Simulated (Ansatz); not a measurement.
The calculation's input:

```
crystal:
  periodic: [false, false, false]
  atoms:
    - { symbol: B, position_ang: [-0.8835, 0.9285, 0.2309] }
    - { symbol: Si, position_ang: [0.7567, 0.0671, -0.0663] }
    - { symbol: F, position_ang: [1.4176, -0.3123, 1.4106] }
    - { symbol: Se, position_ang: [0.48, -1.8324, -1.2582] }
    - { symbol: H, position_ang: [-1.575, 1.3145, -0.7244] }
    - { symbol: H, position_ang: [-1.3205, 1.1832, 1.316] }
    - { symbol: H, position_ang: [1.6939, 0.955, -0.8102] }
    - { symbol: H, position_ang: [-0.4771, -2.3606, -0.1543] }
basis:
  gaussian: { orbitals: def2-SVP }
hamiltonian:
  xc: b3lyp
  dispersion: d4
relax:
  f_tol: 0.015
  max_steps: 40
output:
  orbitals: {}
```

Run with:

```sh
ansatz run input.yaml --threads 2 --pin off --max-ram 3072MiB --backend cpu --events-out ev --progress --plain --runs-dir out
```

The fields are those of the relaxed geometry.

Computed with RKS B3LYP-D4/def2-SVP (Ansatz).

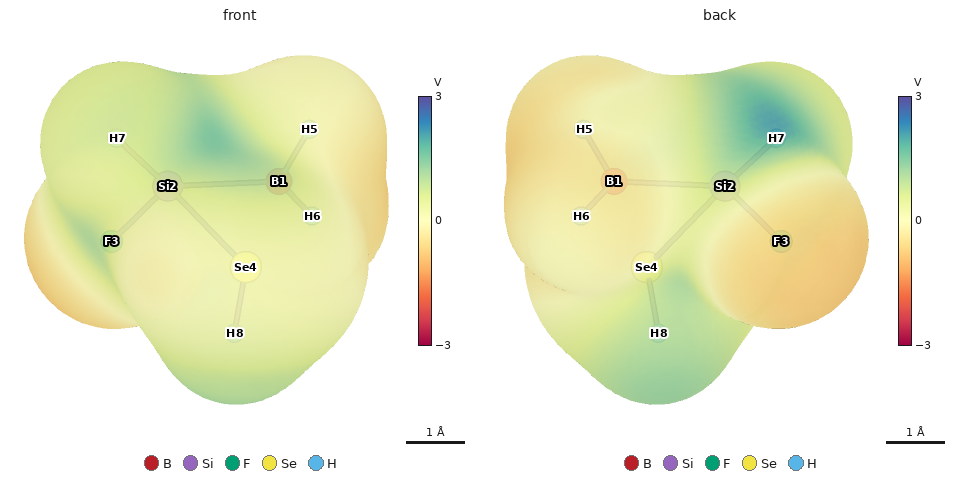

BFH4SeSi. The molecular electrostatic potential painted on the density surface at 0.002 e/bohr³, seen from the front and from behind; the colour scale runs from red (negative) to blue (positive).

Where is the surface potential most negative and most positive?

The most negative region (about −0.8 V, or −18 kcal/mol for a unit charge) lies over F3, the most positive (about +2.0 V, or +46 kcal/mol for a unit charge) over Si2.
